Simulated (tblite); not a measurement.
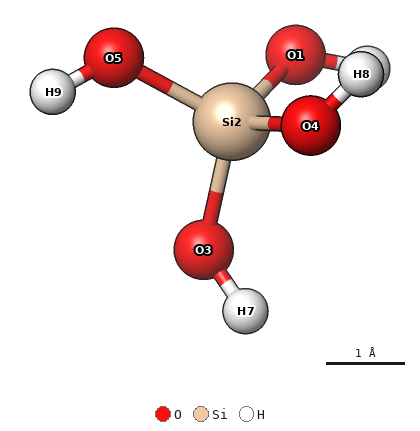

**Figure 1.** The structure as given in the input (ball-and-stick view, seen at a tilt; atoms are numbered from 1 in the order of the input). Bond lengths as drawn: H–O 0.96 to 0.99 Å and O–Si 1.75 to 1.78 Å.

## Geometry relaxation of SiH4O4 (part 1 of 2)

System: SiH4O4.
Method: GFN2-xTB geometry optimisation, gas phase (tblite 0.8.0).

Input file
```
{"job": {"kind": "relax", "xc": "GFN2-xTB", "basis": "xTB"}, "charge": 0, "multiplicity": 1}
O      1.165300     1.070444    -1.433761
Si     0.332540     0.422482    -0.032505
O      0.545786    -1.339619     0.019920
O      0.983778     1.141012     1.429431
O     -1.402616     0.790432    -0.142127
H      2.147719     1.118685    -1.537676
H      1.214716    -1.813748     0.553785
H      1.363214     2.018438     1.495788
H     -2.097125     0.232959     0.204026
```

The first line tells a small driver script what to run in tblite; the rest is the geometry in Å.

Launch command:
```bash
OMP_NUM_THREADS=1 python <driver script> task.json out
```

What the program printed
```
step      E/eV     max force
  0    -548.80351    3.322
  1    -549.20344    2.098
  2    -549.78646    2.334
  3    -549.89789    0.906
  4    -549.94328    0.760
  5    -550.03473    1.129
  6    -550.09171    0.790
  7    -550.11099    0.415
  8    -550.11855    0.334
  9    -550.12747    0.319
 10    -550.13457    0.299
 11    -550.13997    0.223
 12    -550.14307    0.144
 13    -550.14614    0.224
 14    -550.15073    0.254
 15    -550.15437    0.158
 16    -550.15575    0.114
 17    -550.15673    0.111
 18    -550.15803    0.171
 19    -550.16022    0.246
 20    -550.16343    0.288
 21    -550.16699    0.260
 22    -550.17073    0.307
 23    -550.17396    0.185
 24    -550.17391    0.638
 25    -550.17761    0.125
 26    -550.17923    0.086
 27    -550.13954    1.579
 28    -550.18107    0.097
 29    -550.18240    0.092
 30    -550.13987    1.544
 31    -550.18460    0.079
 32    -550.18620    0.078
 33    -550.13696    1.802
 34    -550.18823    0.085
 35    -550.18980    0.086
 36    -550.13493    2.028
 37    -550.19198    0.089
 38    -550.19372    0.101
 39    -550.14634    2.025
 40    -550.19651    0.120
 41    -550.19861    0.165
 42    -550.16255    1.875
 43    -550.20199    0.180
 44    -550.20420    0.223
 45    -550.19987    1.097
 46    -550.20862    0.254
 47    -550.21038    0.289
 48    -550.21311    0.567
 49    -550.21539    0.295
 50    -550.21788    0.095
 51    -550.22104    0.108
 52    -550.22271    0.377
 53    -550.22576    0.119
 54    -550.22876    0.180
 55    -550.21067    1.370
 56    -550.23332    0.353
 57    -550.23602    0.302
 58    -550.21466    1.516
 59    -550.23989    0.261
 60    -550.24229    0.190
 61    -550.23681    1.032
 62    -550.24699    0.102
 63    -550.24891    0.141
 64    -550.25279    0.419
 65    -550.25513    0.214
 66    -550.25760    0.102
 67    -550.25857    0.097
 68    -550.25987    0.091
 69    -550.26204    0.124
 70    -550.26476    0.191
 71    -550.26749    0.211
 72    -550.26934    0.206
 73    -550.27100    0.213
 74    -550.27329    0.200
 75    -550.27623    0.142
 76    -550.27872    0.245
 77    -550.28158    0.207
 78    -550.28397    0.140
 79    -550.28621    0.140
 80    -550.28865    0.140
 81    -550.29071    0.287
 82    -550.29403    0.190
 83    -550.29623    0.143
 84    -550.29722    0.116
 85    -550.29805    0.114
 86    -550.29955    0.130
 87    -550.30113    0.081
 88    -550.30147    0.058
 89    -550.30161    0.084
 90    -550.30189    0.057
 91    -550.30220    0.063
 92    -550.30250    0.063
 93    -550.30276    0.050
 94    -550.30303    0.050
 95    -550.30331    0.053
 96    -550.30352    0.035
 97    -550.30363    0.020
 98    -550.30367    0.016
 99    -550.30368    0.017
100    -550.30370    0.014
101    -550.30371    0.011
102    -550.30373    0.014
103    -550.30376    0.027
104    -550.30381    0.037
105    -550.30386    0.038
106    -550.30390    0.025
107    -550.30391    0.014
108    -550.30392    0.009
109    -550.30394    0.013
110    -550.30395    0.013
111    -550.30396    0.007
```

Trajectory as extended XYZ (Å, eV, eV/Å), 29 frames, from step=0 to step=111
```
9
Properties=species:S:1:pos:R:3:forces:R:3 step=0 energy=-548.80351
O     1.1653    1.0704   -1.4338   -0.4180  -0.7840   1.8800
Si    0.3325    0.4225   -0.0325   -0.0820  -0.2590   0.1140
O     0.5458   -1.3396    0.0199    0.0170   2.4190   0.3760
O     0.9838    1.1410    1.4294   -0.8060  -1.2910  -1.9130
O    -1.4026    0.7904   -0.1421    3.3040  -0.3430  -0.0750
H     2.1477    1.1187   -1.5377   -1.5400  -0.2820   0.5370
H     1.2147   -1.8137    0.5538   -0.6920   0.9960  -0.4960
H     1.3632    2.0184    1.4958   -0.3080  -0.2530  -0.4280
H    -2.0971    0.2330    0.2040    0.5240  -0.2050   0.0060
9
Properties=species:S:1:pos:R:3:forces:R:3 step=4 energy=-549.94328
O     1.1094    1.0247   -1.3224   -0.4150   0.1810  -0.3120
Si    0.3511    0.4109   -0.0215   -0.0970   0.0330   0.2200
O     0.5380   -1.2000    0.0456   -0.3760  -0.0820  -0.0810
O     0.9570    1.0891    1.3332    0.0990  -0.4880   0.3850
O    -1.2415    0.7433   -0.1377    0.6020   0.3060  -0.3480
H     2.0464    1.0932   -1.4898   -0.2210  -0.1670   0.3000
H     1.1671   -1.7290    0.5202    0.1300   0.3010   0.1140
H     1.3175    1.9582    1.4498   -0.1310   0.1270  -0.2790
H    -1.9918    0.2507    0.1794    0.4080  -0.2120   0.0010
9
Properties=species:S:1:pos:R:3:forces:R:3 step=8 energy=-550.11855
O     1.0318    1.0476   -1.3417    0.0180   0.0430   0.1990
Si    0.3728    0.4108    0.0021   -0.1790  -0.0330  -0.0500
O     0.4812   -1.2077    0.0496   -0.0260  -0.0020   0.0960
O     0.9967    1.0228    1.3918    0.1930  -0.0570  -0.2660
O    -1.1818    0.7893   -0.1947   -0.1890   0.1010   0.0050
H     1.9784    1.0583   -1.4288    0.0890   0.0070  -0.0800
H     1.1731   -1.6491    0.5278    0.0890   0.0140   0.0690
H     1.2671    1.9384    1.3865   -0.1220  -0.0820   0.0690
H    -1.8660    0.2307    0.1641    0.1270   0.0090  -0.0430
9
Properties=species:S:1:pos:R:3:forces:R:3 step=12 energy=-550.14307
O     1.0342    1.0646   -1.3190    0.0160   0.0430  -0.1310
Si    0.3494    0.4040   -0.0054    0.1120   0.0300  -0.0570
O     0.4678   -1.2146    0.0733   -0.0370   0.0030   0.0700
O     1.0404    0.9945    1.3558    0.0820  -0.0580   0.0250
O    -1.1986    0.8206   -0.2040    0.0780  -0.0600   0.0920
H     1.9786    1.0530   -1.4341    0.0210  -0.0240  -0.0070
H     1.1879   -1.6294    0.5403   -0.0380   0.0910  -0.0100
H     1.2363    1.9264    1.3921   -0.0920  -0.0160   0.0430
H    -1.8426    0.2219    0.1580   -0.1410  -0.0100  -0.0260
9
Properties=species:S:1:pos:R:3:forces:R:3 step=16 energy=-550.15575
O     1.0400    1.0816   -1.3349   -0.0170  -0.1060  -0.0210
Si    0.3588    0.4063   -0.0210    0.0040  -0.0050   0.0050
O     0.4468   -1.2106    0.1007    0.0420  -0.0220  -0.0580
O     1.0906    0.9675    1.3305    0.0250  -0.0020   0.0220
O    -1.1935    0.8199   -0.1799    0.0150   0.0800   0.0220
H     1.9861    1.0447   -1.4424   -0.0300   0.0030  -0.0250
H     1.1924   -1.5981    0.5496   -0.0170   0.0030   0.0000
H     1.1903    1.9101    1.4116   -0.0240   0.0720   0.0850
H    -1.8581    0.2196    0.1426    0.0030  -0.0230  -0.0300
9
Properties=species:S:1:pos:R:3:forces:R:3 step=20 energy=-550.16343
O     1.0361    1.0424   -1.3576   -0.0980  -0.0180   0.0300
Si    0.3666    0.4077   -0.0183   -0.0370   0.0330   0.0730
O     0.4563   -1.2121    0.0818   -0.0270   0.0810  -0.0080
O     1.1099    0.9741    1.3315   -0.0140   0.2120  -0.0940
O    -1.1875    0.8371   -0.1518   -0.0780  -0.1020   0.1070
H     1.9820    1.0448   -1.4580    0.0490  -0.0070  -0.0210
H     1.1880   -1.5942    0.5534    0.0490  -0.0560   0.0410
H     1.1673    1.9229    1.4544   -0.0680  -0.2790  -0.0210
H    -1.8653    0.2184    0.1215    0.2230   0.1360  -0.1080
9
Properties=species:S:1:pos:R:3:forces:R:3 step=24 energy=-550.17391
O     1.0164    0.9722   -1.4066    0.0470   0.0900  -0.0300
Si    0.3792    0.4180   -0.0177    0.0750   0.0070  -0.1010
O     0.4554   -1.2007    0.0850    0.0450  -0.0810   0.1000
O     1.2082    0.9772    1.2750   -0.1420   0.5870   0.2070
O    -1.1643    0.8940   -0.0544   -0.1730  -0.1370   0.1110
H     1.9640    1.0291   -1.5024   -0.0880  -0.0150  -0.0080
H     1.1900   -1.5533    0.5792   -0.0360  -0.1050  -0.0180
H     1.0443    1.8828    1.5633    0.1060  -0.5120  -0.1700
H    -1.8398    0.2218    0.0355    0.1660   0.1660  -0.0900
9
Properties=species:S:1:pos:R:3:forces:R:3 step=28 energy=-550.18107
O     1.0180    0.9827   -1.4059   -0.0120   0.0490   0.0070
Si    0.3811    0.4182   -0.0206    0.0040  -0.0150   0.0010
O     0.4575   -1.2017    0.0898    0.0060  -0.0050   0.0330
O     1.1948    0.9833    1.2805   -0.0050  -0.0570  -0.0240
O    -1.1660    0.8883   -0.0539    0.0340   0.0200   0.0600
H     1.9651    1.0301   -1.5011   -0.0310  -0.0080  -0.0220
H     1.1895   -1.5661    0.5774   -0.0020  -0.0770   0.0040
H     1.0553    1.8827    1.5534   -0.0200   0.0950   0.0100
H    -1.8420    0.2237    0.0372    0.0260  -0.0020  -0.0690
9
Properties=species:S:1:pos:R:3:forces:R:3 step=32 energy=-550.18620
O     1.0101    0.9731   -1.4190   -0.0130   0.0310   0.0470
Si    0.3877    0.4205   -0.0214    0.0090  -0.0180   0.0350
O     0.4614   -1.1996    0.0962   -0.0100  -0.0140  -0.0020
O     1.2078    0.9922    1.2707    0.0380  -0.0130  -0.0040
O    -1.1569    0.9004   -0.0189    0.0260  -0.0090   0.0440
H     1.9566    1.0256   -1.5156   -0.0210  -0.0060  -0.0370
H     1.1884   -1.5746    0.5834   -0.0060  -0.0390   0.0000
H     1.0291    1.8748    1.5756   -0.0160   0.0660  -0.0060
H    -1.8309    0.2286    0.0058   -0.0060   0.0010  -0.0780
9
Properties=species:S:1:pos:R:3:forces:R:3 step=36 energy=-550.13493
O     0.9688    0.9382   -1.4599   -0.0240  -0.0630   0.2470
Si    0.4243    0.4267   -0.0074   -0.0720   0.0920   0.1260
O     0.4809   -1.1959    0.1206    0.0100  -0.0620  -0.0740
O     1.2673    1.0460    1.2405   -0.1940   0.9450   0.4690
O    -1.1106    0.9364    0.1469   -1.1330  -1.5370  -0.6830
H     1.9098    1.0041   -1.5959   -0.0330  -0.0190  -0.0460
H     1.1768   -1.6319    0.6062   -0.0650   0.1570  -0.0510
H     0.9194    1.8557    1.6622    0.3880  -0.8790  -0.4920
H    -1.7834    0.2620   -0.1565    1.1230   1.3660   0.5040
9
Properties=species:S:1:pos:R:3:forces:R:3 step=40 energy=-550.19651
O     0.9929    0.9632   -1.4290   -0.0090   0.0000   0.0800
Si    0.4023    0.4215   -0.0119    0.0030  -0.0040   0.0580
O     0.4689   -1.1998    0.1050   -0.0150  -0.0150  -0.0320
O     1.2305    1.0145    1.2624    0.0600   0.0860   0.0370
O    -1.1389    0.9103    0.0433   -0.0530  -0.1040   0.0290
H     1.9365    1.0168   -1.5485   -0.0110  -0.0120  -0.0380
H     1.1829   -1.6003    0.5911   -0.0050   0.0230  -0.0040
H     0.9902    1.8715    1.6036    0.0140  -0.0450  -0.0500
H    -1.8122    0.2434   -0.0593    0.0140   0.0690  -0.0810
9
Properties=species:S:1:pos:R:3:forces:R:3 step=44 energy=-550.20420
O     0.9811    0.9605   -1.4264   -0.0050  -0.0090   0.0650
Si    0.4124    0.4208    0.0009   -0.0130   0.0080   0.0390
O     0.4737   -1.2015    0.1088   -0.0030  -0.0080  -0.0310
O     1.2474    1.0313    1.2613    0.0290   0.1100   0.0460
O    -1.1287    0.9081    0.0821   -0.1290  -0.1810   0.0090
H     1.9211    1.0096   -1.5729   -0.0150  -0.0220  -0.0170
H     1.1782   -1.6185    0.5947    0.0040   0.0450   0.0000
H     0.9702    1.8736    1.6144    0.0430  -0.0920  -0.0580
H    -1.8022    0.2570   -0.1060    0.0890   0.1490  -0.0540
9
Properties=species:S:1:pos:R:3:forces:R:3 step=48 energy=-550.21311
O     0.9558    0.9605   -1.4109    0.0270  -0.0080  -0.0100
Si    0.4304    0.4185    0.0324   -0.0350   0.0160  -0.0260
O     0.4853   -1.2055    0.1138    0.0400   0.0000  -0.0120
O     1.2799    1.0644    1.2641   -0.0780   0.1030   0.0450
O    -1.1143    0.8890    0.1565   -0.3820  -0.3870  -0.1620
H     1.8852    0.9901   -1.6211   -0.0670  -0.0440   0.0490
H     1.1699   -1.6518    0.6009    0.0280   0.0670   0.0140
H     0.9423    1.8825    1.6258    0.1040  -0.1390  -0.0410
H    -1.7811    0.2935   -0.2046    0.3640   0.3920   0.1430
```
